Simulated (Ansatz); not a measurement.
Consider BN in the wurtzite structure (space group P6_3mc, No. 186; a = 2.5232 Å, c = 4.1751 Å).

The change: an isotropic linear strain of +3.00 %, atoms relaxed at fixed cell.

Calculations: LDA (Ansatz, a program for electronic structure; PAW; 420 eV plane waves; no SOC).

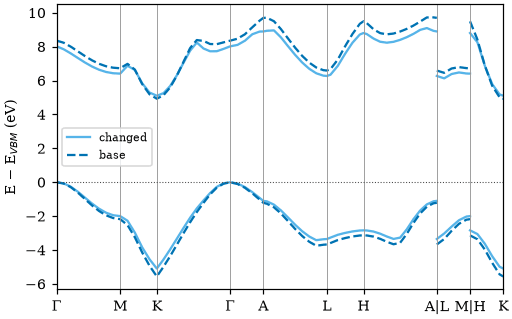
Figure: Highest valence and lowest conduction band along the path, each from its own valence-band maximum

The gap is 5.11 eV, indirect, Γ → K; the base has 4.93 eV.

No phonon test of stability was made.
